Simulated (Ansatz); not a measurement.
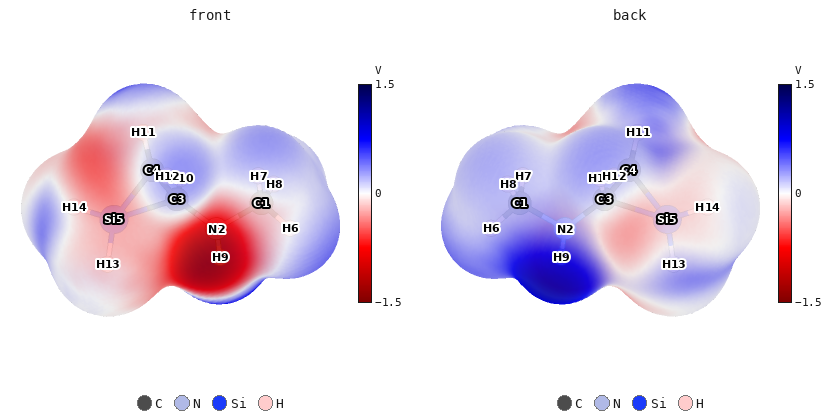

C3H9NSi. The molecular electrostatic potential painted on the density surface at 0.001 e/bohr³, seen from the front and from behind; the colour scale runs from red (negative) to blue (positive).

Theory: RKS PBE/def2-SVP (Ansatz).

```xyz
14

C    -1.7303    0.9171    0.5950
N    -0.3678    1.0195    0.0914
C     0.1174   -0.1691   -0.5580
C     0.6454   -1.2765    0.3856
Si    1.9851   -0.4557   -0.6400
H    -2.0344    1.8754    1.0636
H    -1.7829    0.1339    1.3802
H    -2.4956    0.6528   -0.1813
H    -0.2728    1.8297   -0.5294
H    -0.4859   -0.5715   -1.4088
H     0.3444   -2.3163    0.1732
H     0.6190   -1.0185    1.4586
H     2.8906    0.5362    0.0126
H     2.5548   -1.1863   -1.8140
```

> Where is the surface potential most negative and most positive?

The most negative region (about −1.2 V) lies over N2, the most positive (about +1.0 V) over H9. N2 is the likeliest acceptor of a hydrogen bond.
